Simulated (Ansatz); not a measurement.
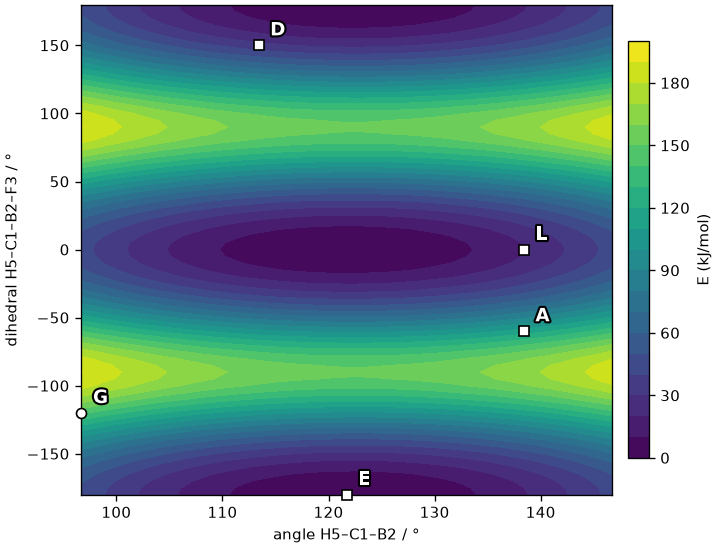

CH₂BClF, SMILES [CH2-]B(F)Cl, charge −1. 
- First axis: angle H5–C1–B2. Second axis: dihedral H5–C1–B2–F3.
- Nothing is relaxed (all other coordinates rigid).
- The scan uses a 13 × 12 grid; 91 points were computed and 65 follow by symmetry.
- Points are written as (first, second).
- Energies are in kJ/mol, from the lowest grid point.
- Method: RKS CAM-B3LYP-D4/def2-SVPD in Ansatz.

Drawn: filled contours, lettered points. Between grid points the surface is interpolated.

Q: Is E the lowest point of the computed grid?

A: No. E lies 0.13 kJ/mol above the lowest grid point, which is at (121.7°, 0°). It is a local minimum.

Q: What kind of point is each of A, D, E: minimum, saddle, maximum or slope?

A: A: on a slope; D: on a slope; E: minimum. (In these two coordinates alone; a stationary point may lie a little off the grid point.)

Q: Rank the lettered points by energy, lowest first.

A: E (0.13 kJ/mol), L (20 kJ/mol), D (34 kJ/mol), A (114 kJ/mol), G (142 kJ/mol).
